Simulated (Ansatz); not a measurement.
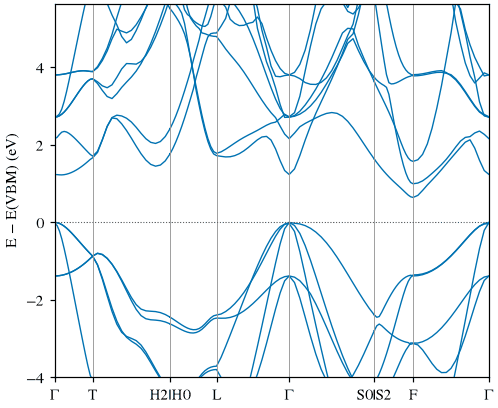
Fig. 1. Band structure from DFT-r²SCAN in the program Ansatz with PAW potentials

Read off the gap and where the band edges lie.

About 0.6 eV (0.65 eV by a search for the band edges); maximum at Γ, minimum at F.

Pick the material that matches.
A. CsGeI3, R3m (I on 9b, Cs on 3a, Ge on 3a)
B. HfIN, R-3m (Hf on 6c, I on 6c, N on 6c)
C. SiGe, R-3m (Si on 6c, Ge on 6c)
D. Ba2PCl, R-3m (Ba on 6c, P on 3b, Cl on 3a)

C, SiGe, R-3m (Si on 6c, Ge on 6c)

The start of the workflow was typed in or built on a structure type; neither database checked (COD, Materials Project) lists it. Its standing as an ambient phase is unchecked. The r²SCAN relaxation kept the symmetry of its start; whether a distortion lowers the energy is not shown. Spin–orbit coupling is left out wherever it is not named.

Potentials: the later of the program's two PAW sets.
